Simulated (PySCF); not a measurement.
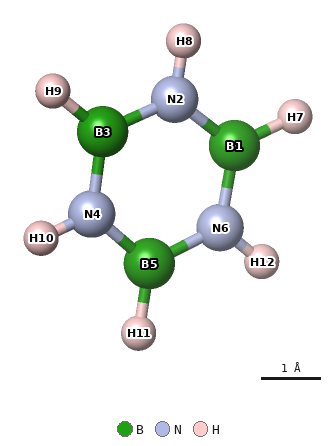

Figure 1. The structure as given in the input (ball-and-stick view, seen at a tilt; atoms are numbered from 1 in the order of the input).

## Run report: B3N3H6, excited-state calculation

- system: B3N3H6 (borazine)
- method: TDDFT PBE0/aug-cc-pVDZ, vertical, gas phase, core orbitals frozen in the response (PySCF 2.14.0)

The geometry comes from this level: PBE0-D3(BJ)/def2-SVP.

Output:
```
coarse grid: 10168 points
cycle   1  E = -242.3156991006  dE =  7.694e-01  |g| = 5.244e-01  |ddm| = 8.618e+00
cycle   2  E = -242.2659118349  dE =  4.979e-02  |g| = 7.142e-01  |ddm| = 2.140e+00
cycle   3  E = -242.3807375790  dE = -1.148e-01  |g| = 3.843e-02  |ddm| = 9.943e-01
cycle   4  E = -242.3810639189  dE = -3.263e-04  |g| = 1.443e-02  |ddm| = 1.083e-01
cycle   5  E = -242.3811182959  dE = -5.438e-05  |g| = 2.476e-03  |ddm| = 3.863e-02
cycle   6  E = -242.3811198923  dE = -1.596e-06  |g| = 1.463e-04  |ddm| = 6.085e-03
final grid: 98832 points
cycle   7  E = -242.3954730711  dE = -2.478e-05  |g| = 9.430e-03  |ddm| = 1.551e-01
cycle   8  E = -242.3954541338  dE =  1.894e-05  |g| = 1.344e-02  |ddm| = 3.299e-02
cycle   9  E = -242.3954935484  dE = -3.941e-05  |g| = 3.150e-04  |ddm| = 1.844e-02
cycle  10  E = -242.3954935799  dE = -3.146e-08  |g| = 1.096e-04  |ddm| = 1.440e-03
cycle  11  E = -242.3954935827  dE = -2.816e-09  |g| = 2.759e-05  |ddm| = 2.465e-04
cycle  12  E = -242.3954935829  dE = -1.642e-10  |g| = 1.020e-05  |ddm| = 6.033e-05
```

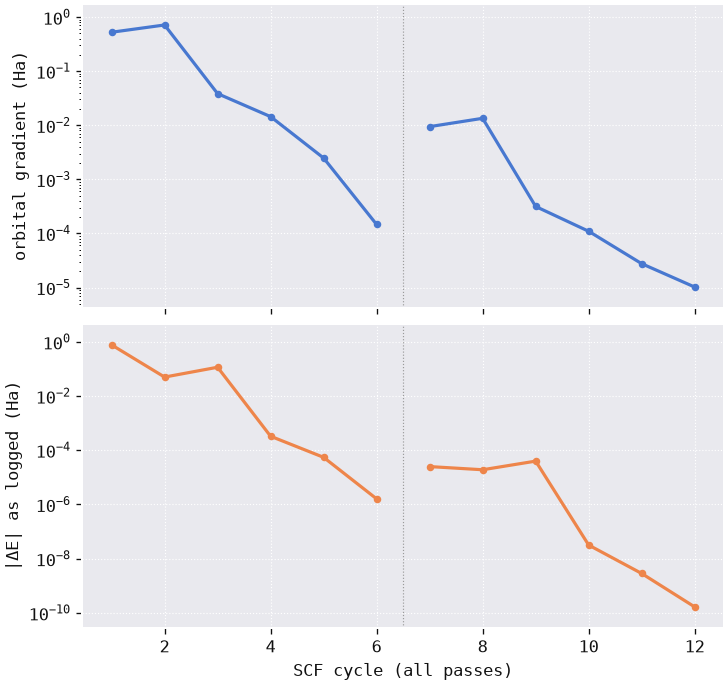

Figure 2. Convergence of the self-consistent field: orbital gradient and size of the energy change against the SCF cycle. The dotted line marks the change from a coarse to the final integration grid. The first 6 cycles use a coarse grid, the final grid takes over at cycle 7, and the field converges after 12 cycles in all.

```
converged SCF energy = -242.3954935829

Static polarisability (au): isotropic 62.647, principal 44.214 71.862 71.865

Singlet excitations
state   eV       nm        f      main configurations
  1   6.7486    183.7   0.00000   H-1->L+1 0.26, H->L+2 0.26, H->L+1 0.23
  2   7.1020    174.6   0.00000   H->L 0.90
  3   7.1024    174.6   0.00000   H-1->L 0.90
  4   7.3894    167.8   0.00000   H->L+1 0.26, H-1->L+2 0.26, H-1->L+1 0.23
  5   7.4728    165.9   0.04557   H->L+4 0.40, H-1->L+3 0.40
  6   7.6390    162.3   0.00102   H-1->L+3 0.37, H->L+4 0.37
  7   7.6391    162.3   0.00018   H->L+3 0.37, H-1->L+4 0.37
  8   7.6508    162.1   0.32712   H->L+2 0.43, H-1->L+1 0.43, H-1->L+5 0.10
  9   7.6509    162.1   0.32627   H-1->L+2 0.42, H->L+1 0.42, H->L+5 0.10
 10   7.7224    160.6   0.05500   H-2->L+2 0.46, H-3->L+1 0.46

Triplet excitations (Tamm-Dancoff, eV): 6.1688 6.3614 6.3615 6.4754
```

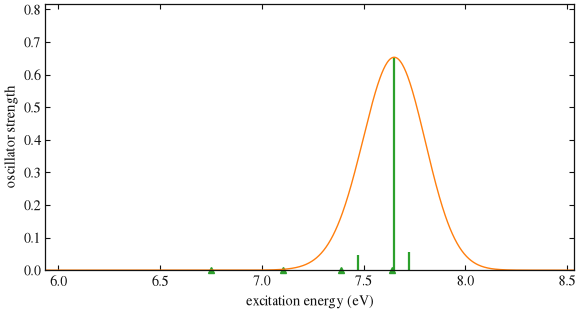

Figure 3. Computed excitations as sticks (degenerate states added up, dark ones marked on the axis), with a Gaussian envelope of 0.35 eV full width at half maximum, scaled to the tallest. Of the 10 states the lowest lies at 6.75 eV (f = 0.000); the strongest line is at 7.65 eV, or 162 nm (f = 0.653, summed over 2 states that lie within 0.004 eV).

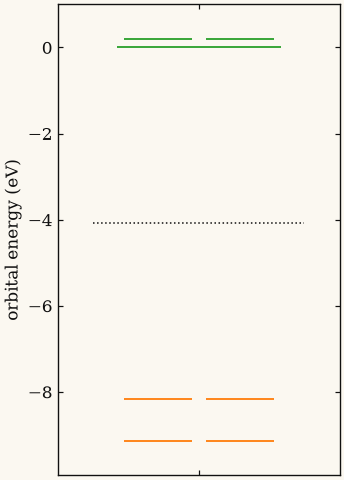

Figure 4. Orbital energies near the frontier; the dotted line parts filled from empty levels, and levels within 0.02 eV of each other stand side by side. Highest filled −8.16 eV, lowest empty 0.00 eV, 8.16 eV apart.

The run was set up as follows.

Input file:
```
{"job": {"kind": "uv", "xc": "PBE0", "basis": "aug-cc-pVDZ"}, "charge": 0, "multiplicity": 1}
B      1.001928    -1.054577    -0.087117
N      1.365433     0.285585     0.240390
B      0.409933     1.341501     0.331888
N     -0.955944     1.013368     0.083734
B     -1.382501    -0.308201    -0.244189
N     -0.380230    -1.320337    -0.322033
H      1.832021    -1.931163    -0.163576
H      2.339694     0.497191     0.409553
H      0.745568     2.470275     0.608407
H     -1.650296     1.745945     0.144847
H     -2.547939    -0.559774    -0.448437
H     -0.659808    -2.263943    -0.554527
```

The first line tells a small driver script what to run in PySCF; the rest is the geometry in Å.

Launch command:
```bash
OMP_NUM_THREADS=1 python <driver script> task.json out
```

Results in brief:

- outcome: converged
- total energy: −242.395494 hartree
- HOMO: −8.16 eV
- LUMO: 0.00 eV
- dipole moment: 0.00 D
- mean polarisability: 62.65 a.u.
- lowest singlet excitation: 6.75 eV
- hardware: 1 CPU thread, shared host
- wall time: 23 s
- peak memory: 0.79 GiB
